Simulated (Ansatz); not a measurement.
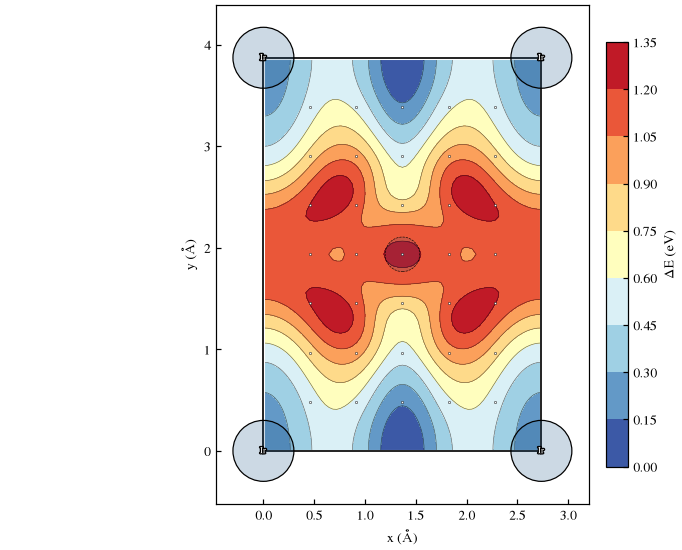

O on an Ir(110) slab cut from the Fm-3m phase, its upper half relaxed before the scan (4 atoms of substrate and one adsorbate in a 1 × 1 cell). O is moved over the surface cell; relaxed at each place: the height of the adsorbate's atoms; substrate rigid; the origin of the map has the adsorbate above Ir4. Places are given modulo a cell vector. The map is drawn in real space over the plane of the surface. The grid has 6 × 8 points; 20 points were computed and 28 follow by symmetry. All energies are given in eV relative to the lowest grid point. With one adsorbate in each 1 × 1 cell, its nearest image is 2.7 Å away, so neighbouring adsorbates interact. The runs have no spin polarisation; a magnetic state may lie lower. This map comes from Ansatz 0.2.0, DFT PBE, scalar-relativistic, plane waves, PAW. Settings: cutoff 420 eV, k-mesh 10×7×1, gaussian smearing 0.1 eV, no spin polarisation.

Drawn: filled contours, dots at the grid points, labelled circles for the atoms of the top layer and small ones for the second layer, the outline of one cell of the plane. Between grid points the surface is interpolated.

The lowest grid point is at a bridge site between two Ir atoms, (3/6, 0/8) of the cell vectors. A higher local minimum lies near the top site over a surface Ir atom, (0/6, 0/8) of the cell vectors (0.21 eV above the lowest at that grid point). The highest grid point, a fourfold hollow over a second-layer Ir atom, (3/6, 4/8) of the cell vectors, lies 1.24 eV above the lowest. On the interpolated surface the easiest way out of the lowest well to the well at the top site over a surface Ir atom, (0/6, 0/8) of the cell vectors passes a barrier of about 0.52 eV. At the lowest point the adsorbate has 2 Ir at 1.95 Å as nearest neighbours, at the highest 1 Ir at 1.99 Å. Its relaxed height above the top atom is 1.39 Å at the lowest and 0.75 Å at the highest point.

O is replaced by Cl; all else is set up alike. With one adsorbate in each 1 × 1 cell, its nearest image is 2.7 Å away, so neighbouring adsorbates interact.

Q: What does this change do to the map?

A: The minimum (interpolated where it lies between grid points) moves from a bridge site between two Ir atoms, (3/6, 0/8) of the cell vectors to the top site over a surface Ir atom, (0/6, 0/8) of the cell vectors. The span from the lowest to the highest grid point grows from 1.24 to 1.29 eV. The easiest pass out of the lowest well goes from about 0.52 to about 0.42 eV on the interpolated surfaces. Higher wells of the new map: a bridge site between two Ir atoms, (3/6, 0/8) of the cell vectors, 0.42 eV up (that grid point lay 0.00 eV up before). In the new map: at the lowest point the adsorbate has 1 Ir at 2.24 Å as nearest neighbours, at the highest 4 Ir at 3.02 Å. Its relaxed height above the top atom is 2.24 Å at the lowest and 1.88 Å at the highest point.

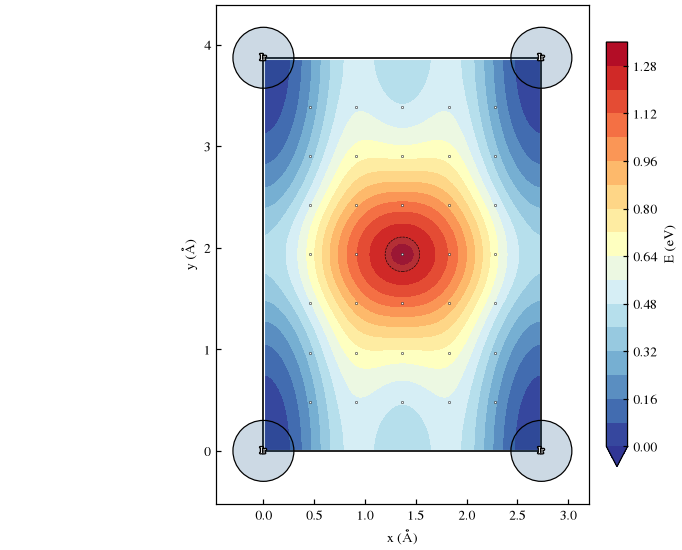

The map after the change, on a colour scale of its own. The picture shows filled contours, dots at the grid points, labelled circles for the atoms of the top layer and small ones for the second layer, the outline of one cell of the plane. Between grid points the surface is interpolated.

PAW datasets: the set soft_1.
